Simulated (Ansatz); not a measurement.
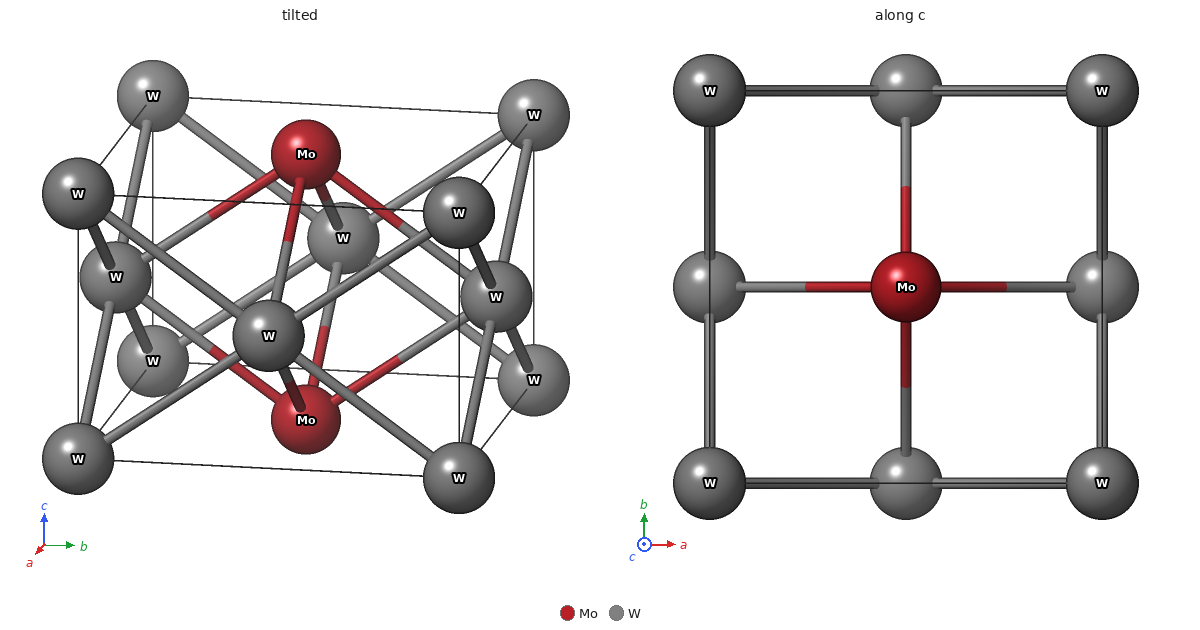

Figure: ball-and-stick view slightly off an axis and along the c axis. Thin lines show the conventional unit cell, with boundary atoms drawn in all their periodic places.

MoW$_{3}$, space group P4/mmm (No. 123), a = 4.495 Å, b = 4.495 Å, c = 3.177 Å, α = 90.00°, β = 90.00°, γ = 90.00°. The initial geometry was a structure type filled with these elements by a generator (whether the compound takes this form wasn't checked). Earlier steps of the study may have refined or changed the cell and positions. Ansatz was used for an electronic-structure calculation on it.

This one geometry was computed with Ansatz (DFT, plane waves, PAW) at three levels of theory: PBE, r2SCAN and PBE with spin-orbit coupling.

Q: Which level gives the highest pressure at this volume, and what does that say about its equilibrium volume?

A: Highest: PBE (0.0 GPa) and PBE with spin-orbit coupling (0.2 GPa), which points to the largest equilibrium volume. Lowest, with the smallest volume: r2SCAN (-3.9 GPa). Levels within 0.5 GPa of each other can't be told apart.

Q: How does the band gap change with the level of theory?

A: All levels give a metal.

Q: Collect the results in a table.

A:
| level | cutoff (eV) | k-mesh of the run's cell | gap (eV) | pressure (GPa) |
| --- | --- | --- | --- | --- |
| PBE | 420 | 10×10×14 | metal | 0.0 |
| r2SCAN | 500 | 10×10×14 | metal | -3.9 |
| PBE with spin-orbit coupling | 420 | 10×10×14 | metal | 0.2 |

Gaps are taken on the k-mesh or band path of each run.
